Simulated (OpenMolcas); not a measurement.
## C2H7Al (SMILES [CH3][AlH][CH3]): the HOMO–LUMO gap, rung by rung

C2H7Al has 10 atoms, charge 0, and is taken as a singlet. As SMILES, `[CH3][AlH][CH3]`. The shape is that of a PBE0-D4/def2-TZVP optimisation.

Each level gives the HOMO–LUMO gap (eV). The values are calculated.

```json
{"level": "HF/def2-SVPD", "kind": "Hartree–Fock", "program": "OpenMolcas", "value (eV)": "12.44"}
{"level": "PBE/def2-SVPD", "kind": "GGA", "program": "OpenMolcas", "value (eV)": "4.90"}
{"level": "revPBE/def2-SVPD", "kind": "GGA", "program": "OpenMolcas", "value (eV)": "4.97"}
{"level": "TPSS/def2-SVPD", "kind": "meta-GGA", "program": "OpenMolcas", "value (eV)": "5.18"}
{"level": "r2SCAN/def2-SVPD", "kind": "meta-GGA", "program": "OpenMolcas", "value (eV)": "5.52"}
{"level": "B3LYP/def2-SVPD", "kind": "global hybrid", "program": "OpenMolcas", "value (eV)": "6.51"}
{"level": "PBE0/def2-SVPD", "kind": "global hybrid", "program": "OpenMolcas", "value (eV)": "6.97"}
{"level": "B2PLYP/def2-SVPD", "kind": "double hybrid", "program": "OpenMolcas", "value (eV)": "9.12"}
```

The values span 4.90 to 12.44 eV. Orbital gaps aren't excitation energies, and those of double hybrids come from the SCF part alone; they tend to grow with the share of exact exchange.

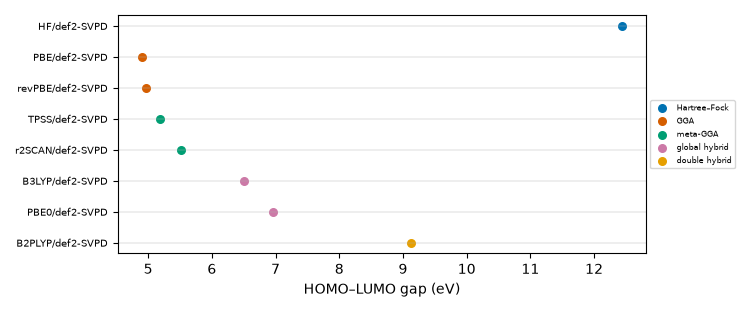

The values of the table, level by level.
